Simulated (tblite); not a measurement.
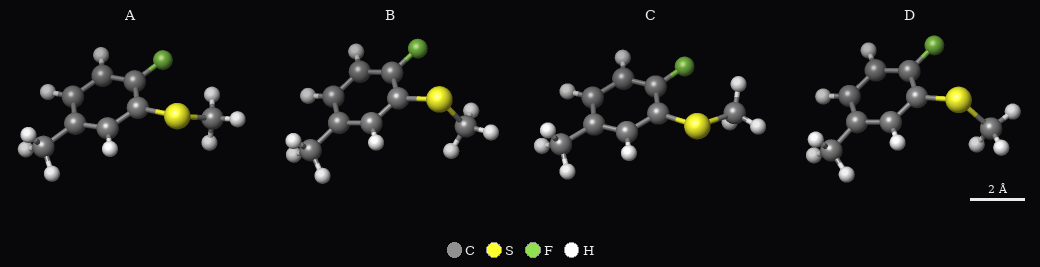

4 geometries from one relaxation of C8H9FS, in shuffled order. A ball-and-stick model, seen at a tilt.

Method: GFN2-xTB geometry optimisation, gas phase in tblite. 

Put them in the order of the run, from the start to the converged end.

D, B, A, C. They are steps 0, 72, 125, 175, at +44.8 kJ/mol, +7.78 kJ/mol, +2.89 kJ/mol relative to the last. The atom that moves furthest after the best rigid fit is an H atom (1.19 Å). By element the largest moves are H 1.19 Å, S 0.98 Å, F 0.87 Å, C 0.62 Å. Some distances before and after: C–H 1.121 → 1.086 Å, C–H 1.102 → 1.080 Å, C–C 1.479 → 1.498 Å, C–F 1.372 → 1.355 Å. Bond angles that change, for instance: C–S–C 112.5° → 105.0°, C–C–H 116.6° → 121.5°, H–C–H 113.6° → 109.1°. Groups turn about C–S by about 65°, C–S by about 35°. The energy falls by 44.8 kJ/mol in 175 geometry steps.
